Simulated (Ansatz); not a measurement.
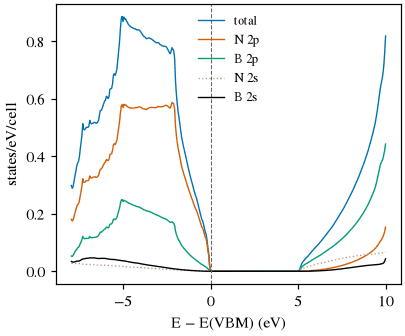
Fig. 1. Total and projected density of states of BN (zinc blende, F-43m), plane-wave PAW r²SCAN (Ansatz code)

Question: Which orbitals carry the states next to the gap?

Answer: Top 1 eV of the valence band: N 2p 84 %, B 2p 14 %. Bottom 1 eV of the conduction band: B 2p 56 %, N 2s 30 %, outside the projected shells 10 %. Projections are on Löwdin-orthogonalised atomic valence shells; empty p or d shells of many metals are not among them.

Question: Where is the tallest occupied peak in this window, and what makes it?

Answer: Near -5.0 eV, about 0.89 states/eV per cell; the largest projected share is N 2p.

The r²SCAN relaxation kept the symmetry of its start; phonons on a q-mesh show no instability.

Potentials: the later of the program's two PAW sets.
